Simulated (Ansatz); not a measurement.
**H5O3 (charge +1): density, localisation and related maps**

The calculation's input:

```
crystal:
  periodic: [false, false, false]
  atoms:
    - {symbol: O, position_ang: [-0.085283, -0.334675, -1.458633]}
    - {symbol: H, position_ang: [0.809458, -0.121654, -1.761909]}
    - {symbol: H, position_ang: [-0.741958, 0.084467, -2.033558]}
    - {symbol: H, position_ang: [-0.263274, -0.246799, -0.328301]}
    - {symbol: O, position_ang: [-0.430861, -0.134300, 0.916049]}
    - {symbol: O, position_ang: [0.760866, 0.499396, 1.356868]}
    - {symbol: H, position_ang: [-0.457363, -0.972669, 1.411248]}
    - {symbol: H, position_ang: [0.408514, 1.226235, 1.898134]}
basis:
  gaussian: {orbitals: "def2-TZVPPD.json"}
total_charge: 1
hamiltonian: {xc: pbe0, dispersion: d4}
output: {orbitals: {seedname: orbitals}}
```

Command:

```sh
ansatz run in.yaml --threads 2 --pin off --events-out ev --progress --plain --max-ram 5222MiB
```

Geometry: PBE0-D4/def2-TZVP.

Method: RKS PBE0-D4/def2-TZVPPD in Ansatz 0.2.0.

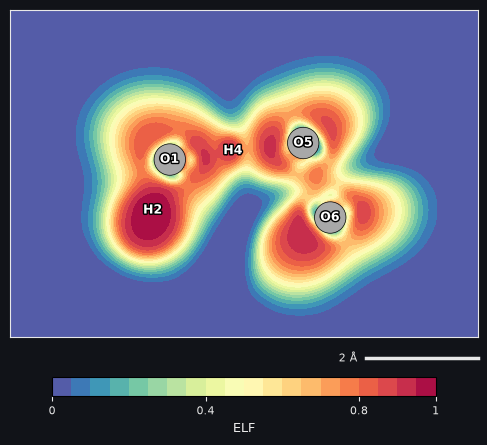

Figure 1. ELF on the plane of atoms H4, O5 and O6. Grey discs cover the atomic cores.

**Interpret the plot.**

- Atoms in the plane: O and H.
- O5···H4 (1.26 Å): the ELF peaks at about 0.95 between the atoms.
- O–O (1.42 Å): the ELF peaks at about 0.80 between the atoms, as expected for localised, covalent bonding.
- O–H (0.97 Å): the ELF climbs to about 1 towards the hydrogen, as it does in any bond to H (an ordinary covalent bond to hydrogen).
- The ELF also peaks beside O6, away from the bonds: lone-pair regions.

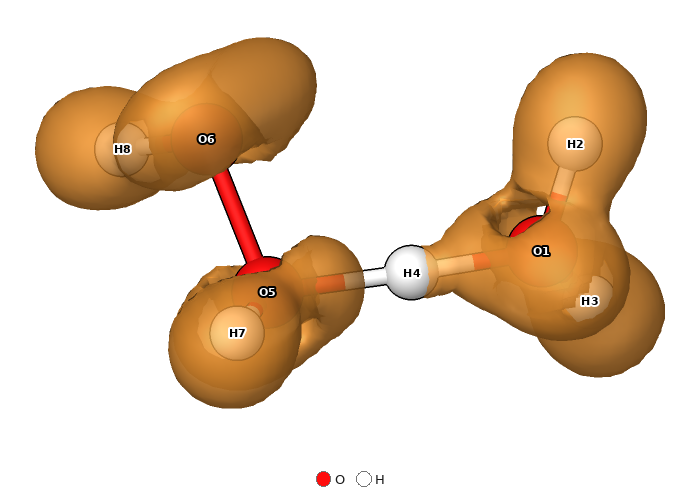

Figure 2. Isosurface of the electron localisation function at 0.8 (orange), seen at a tilt. Only the valence region is drawn (cores and ρ < 0.01 e/Å³ removed).

**What do the ELF domains correspond to?**

The surface consists of three joined regions spread over several atoms (H, O), in which their bonds and any lone pairs are merged.

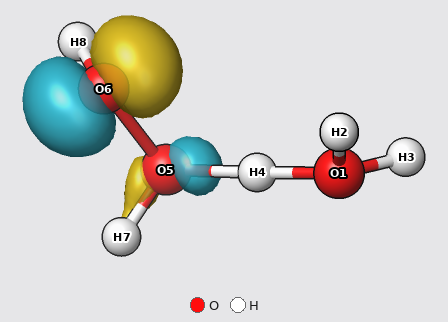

Figure 3. The HOMO at ±0.3 Å⁻³ᐟ² (yellow and cyan are the two phases), seen at a tilt.

**What is the character of this orbital?**

Its weight (Hirshfeld) is mainly on O6 (about 75 %) and O5 (about 10 %); largely a lone pair of O6. Its energy is −15.07 eV.

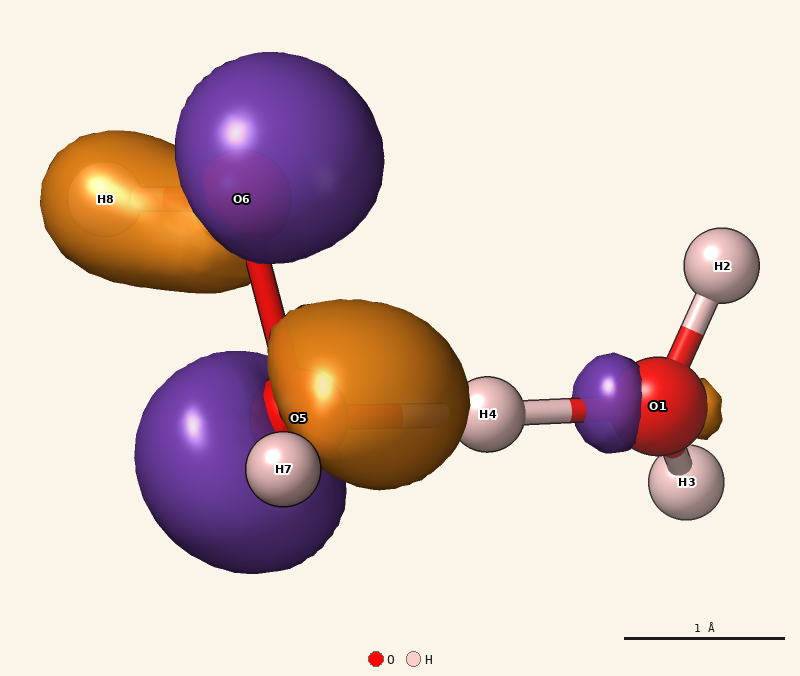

Figure 4. The HOMO−1 at ±0.2 Å⁻³ᐟ² (orange and purple are the two phases), seen at a tilt.

**What is the character of this orbital?**

By Hirshfeld shares it lies mainly on O5 (about 50 %) and O6 (about 35 %). Its energy is −15.91 eV.
